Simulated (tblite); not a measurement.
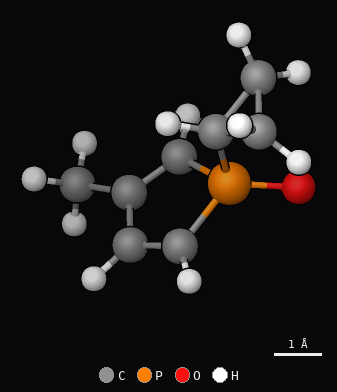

This is the input geometry for a relaxation of C8H11OP. A ball-and-stick model, seen from a free direction.

Level of theory: GFN2-xTB geometry optimisation, gas phase (tblite 0.8.0).

```xyz
21

C     3.3304    0.6205   -0.0783
C     1.9697    0.0352    0.1366
C     0.9299    0.6267    0.7381
P    -0.4813   -0.4230    0.7980
O    -1.3836   -0.6090    1.9979
C    -1.5718    0.2093   -0.5102
C    -2.6932    1.1475   -0.1609
C    -2.9872   -0.2579   -0.5913
C     0.4277   -1.7128    0.0079
C     1.6777   -1.3298   -0.2708
H     3.5560    0.6463   -1.1478
H     3.3725    1.6464    0.3028
H     4.0860    0.0379    0.4451
H     0.9348    1.6357    1.1240
H    -1.0601    0.4030   -1.4446
H    -2.8568    1.3908    0.8997
H    -2.9194    1.9543   -0.8407
H    -3.4242   -0.4145   -1.5793
H    -3.3542   -0.9538    0.1622
H     0.0248   -2.6836   -0.2135
H     2.4133   -1.9524   -0.7547
```

> Predict the outcome.

Over 62 geometry steps the energy falls by 0.310 eV. O5 moves most after the best rigid fit: 0.17 Å. By element the largest moves are O 0.17 Å, H 0.16 Å, C 0.12 Å, P 0.11 Å. Among the contacts that change: P4–C9 1.765 → 1.819 Å, C3–P4 1.760 → 1.813 Å, P4–O5 1.513 → 1.467 Å, C7–H16 1.100 → 1.081 Å. Bond angles that change, for instance: O5–P4–C6 104.8° → 113.9°, O5–P4–C9 124.9° → 118.2°, C3–P4–O5 125.4° → 118.8°.

The structure at the end:

```xyz
21

C     3.3473    0.5972   -0.0267
C     1.9740    0.0514    0.1686
C     0.9295    0.7020    0.6988
P    -0.5282   -0.3765    0.7065
O    -1.2171   -0.6252    1.9777
C    -1.6184    0.2458   -0.6141
C    -2.7328    1.1375   -0.1511
C    -3.0303   -0.2584   -0.5793
C     0.4277   -1.7365   -0.0324
C     1.6804   -1.3259   -0.2373
H     3.5980    0.6031   -1.0875
H     3.4237    1.6099    0.3595
H     4.0761   -0.0327    0.4821
H     0.9407    1.7180    1.0534
H    -1.1470    0.4390   -1.5679
H    -2.7846    1.3495    0.9075
H    -3.0304    1.9589   -0.7860
H    -3.5370   -0.4247   -1.5186
H    -3.2801   -0.9696    0.1951
H     0.0349   -2.7109   -0.2650
H     2.4646   -1.9351   -0.6630
```

The end point in the same view:

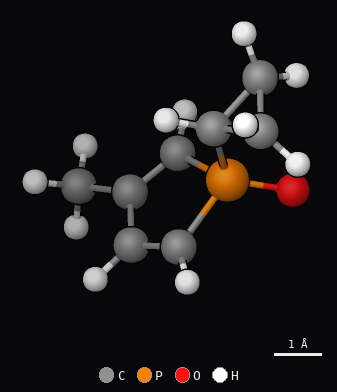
